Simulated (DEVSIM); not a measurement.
Device: double heterostructure, Ge between p- and n-type Si, at 350 K.

| layer (left to right) | material | thickness (μm) | Nd (cm⁻³) | Na (cm⁻³) | τn (s) | τp (s) |
|---|---|---|---|---|---|---|
| 1 | Si | 0.840 | - | 1.1e18 | 5.8e-7 | 5.8e-7 |
| 2 | Ge | 0.0100 | 2e14 | - | 5.8e-7 | 5.8e-7 |
| 3 | Si | 0.560 | 1.5e18 | - | 5.8e-7 | 5.8e-7 |

Left contact: ohmic. Right contact: ohmic. Voltage is applied to the left contact. Recombination: SRH at mid-gap, radiative. Mobility is constant in doping.

The device is made up for the run: typed textbook-type constants, with dimensions and the other settings drawn at random. Values at 300 K; Nc and Nv go as T^1.5, mobilities as T to minus their exponent, the gap by Varshni's rule with the affinity fixed.

| parameter | Si | Ge |
|---|---|---|
| gap (eV) | 1.124 | 0.664 |
| affinity (eV) | 4.05 | 4 |
| permittivity | 11.7 | 16 |
| Nc (cm⁻³) | 2.86e19 | 1.04e19 |
| Nv (cm⁻³) | 3.1e19 | 6e18 |
| μn (cm²/Vs) | 1417 | 3900 |
| μp (cm²/Vs) | 470 | 1900 |
| T exponent of μn | 2.3 | 1.66 |
| T exponent of μp | 2.2 | 2.33 |
| B (cm³/s) | 4.7e-15 | 6.4e-14 |
| Varshni α (eV/K) | 0.000473 | 0.000477 |
| Varshni β (K) | 636 | 235 |

DEVSIM, 1D drift-diffusion, Boltzmann statistics, complete ionisation; no tunnelling, impact ionisation, image-force lowering or self-heating. Band offsets follow the typed affinities; no thermionic-emission limit at abrupt steps, no polarisation charge.

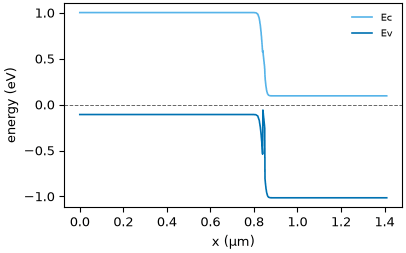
Fig. 1. Band edges at zero bias

Energies count from the Fermi level of the right contact; mesh points crowd at the junctions.

```tsv
x (μm)	Ec (eV)	Ev (eV)	n (cm⁻³)	p (cm⁻³)	field (V/cm)
0.000	1.003	-0.108	130000	1.1e18	≈ 0
0.006477	1.003	-0.108	130000	1.1e18	≈ 0
0.02054	1.003	-0.108	130000	1.1e18	≈ 0
0.05441	1.003	-0.108	130000	1.1e18	≈ 0
0.1785	1.003	-0.108	130000	1.1e18	≈ 0
0.4062	1.003	-0.108	130000	1.1e18	≈ 0
0.6553	1.003	-0.108	130000	1.1e18	≈ 0
0.7836	1.003	-0.108	130000	1.1e18	-14
0.8175	0.987	-0.124	220000	6.5e17	-35000
0.8331	0.781	-0.330	2.1e8	6.9e14	-260000
0.8398	0.571	-0.539	2.1e11	6.7e11	-340000
0.8452	0.492	-0.152	1.1e12	4.9e16	-230000
0.8494	0.397	-0.248	2.5e13	2.1e15	-230000
0.8552	0.203	-0.908	4.3e16	3300000	-190000
0.8748	0.097	-1.014	1.5e18	98000	-2300
0.9141	0.096	-1.015	1.5e18	95000	≈ 0
1.005	0.096	-1.015	1.5e18	95000	≈ 0
1.182	0.096	-1.015	1.5e18	95000	≈ 0
1.339	0.096	-1.015	1.5e18	95000	≈ 0
1.382	0.096	-1.015	1.5e18	95000	≈ 0
1.400	0.096	-1.015	1.5e18	95000	≈ 0
1.410	0.096	-1.015	1.5e18	95000	≈ 0
```
